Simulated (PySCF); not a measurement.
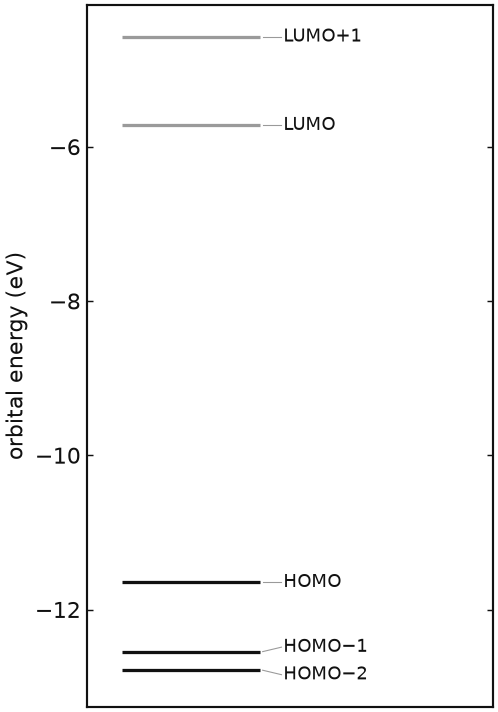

Kohn-Sham orbital energies near the frontier, PBE0/def2-SVPD, PySCF, at a GFN2-xTB geometry (no frequency check), isolated molecule; empty levels in grey, levels within 0.03 eV side by side.

Question: Which molecule has this level scheme?
A. C₆H₁₀NO⁺, SMILES C[C@@H]([NH3+])CC#CC=O
B. C₂H₈BNO₃Si, SMILES CC(=O)N[SiH2]B(O)O
C. C₅H₆ClFO₂, SMILES O=C(O)/C(=C/Cl)CCF
D. C₅H₇N₃, SMILES CCc1ccnnn1

Answer: A. HOMO −11.64 eV, LUMO −5.72 eV, separation 5.93 eV.

Caveats: the tight-binding geometry is rougher than a DFT one and adds to the error; one conformer of a flexible molecule.
